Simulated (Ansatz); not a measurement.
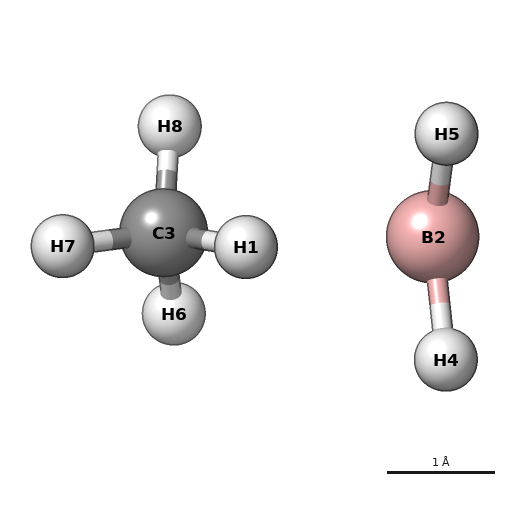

Numbered structure. Charge 0, doublet. The computed geometry is a stationary point of PBE0-D4/def2-TZVP, a saddle point of order 1.

> What is the geometry at C3?

C3 has 4 neighbours (H1 at 1.11, H6 at 1.09, H7 at 1.09, H8 at 1.09 Å); the arrangement is tetrahedral.

> Describe the coordination of atom 2.

B2 has 2 neighbours (H4 at 1.19, H5 at 1.19 Å); the arrangement is bent.
